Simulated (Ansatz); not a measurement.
**Ge3Te2 (triplet): density, localisation and related maps**

```yaml
atoms:
  - { symbol: Ge, position_ang: [0.7281, -1.2218, 1.0482] }
  - { symbol: Ge, position_ang: [0.7772, 0.4362, -1.5256] }
  - { symbol: Ge, position_ang: [-1.5067, 0.7863, 0.4778] }
  - { symbol: Te, position_ang: [1.1061, 1.5127, 0.9955] }
  - { symbol: Te, position_ang: [-1.1047, -1.5134, -0.9960] }
```

Geometry: PBE-D4/def2-SVP; core potentials replace the inner electrons of Te.

Level of theory: UKS PBE0-D4/def2-TZVP in Ansatz.

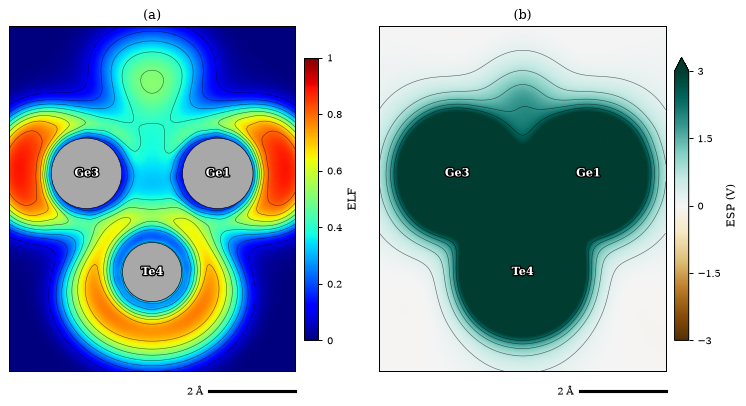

Figure 1. (a) ELF; (b) electrostatic potential on the plane of atoms Ge1, Te4 and Ge3. Grey discs cover the atomic cores in the ELF map.

Question: What do the fields say about this system?

Answer:
- Atoms in the plane: Ge and Te.
- Ge–Te (2.76 Å): the ELF peaks at about 0.65 in the valence shell of Te, 1.3 Å from its nucleus, and is about 0.65 at the midpoint.
- The potential has no marked negative region in this plane.

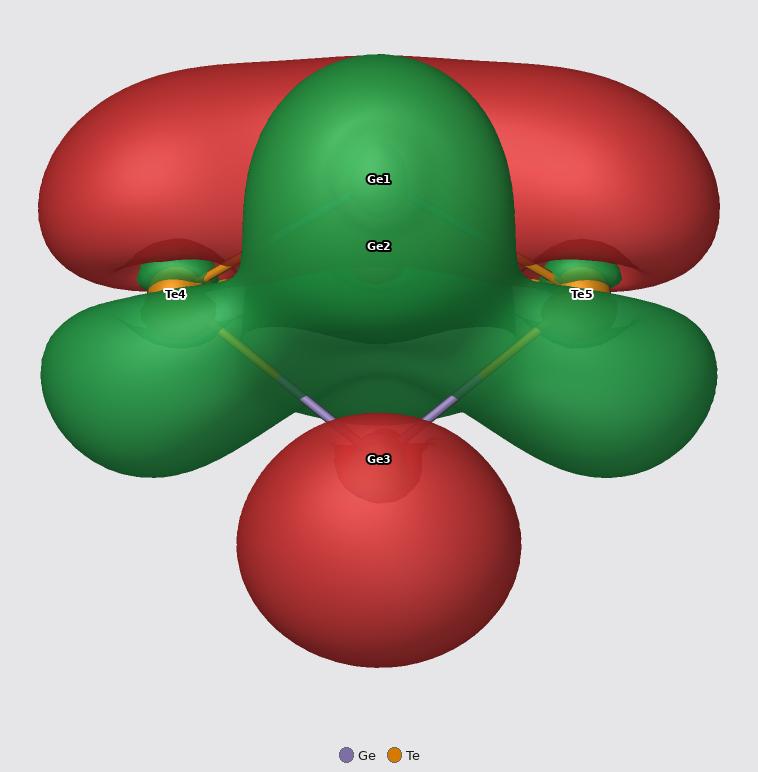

Figure 2. The HOMO (β) at ±0.05 Å⁻³ᐟ² (green and red are the two phases), seen from one side.

Question: Describe this orbital and give its energy.

Answer: It lies mainly on Te4 (about 25 %), Te5 (about 25 %), Ge1 (about 20 %), Ge2 (about 20 %) and Ge3 (about 20 %). It is one of a degenerate set, so its orientation is arbitrary. Its energy is −6.46 eV.
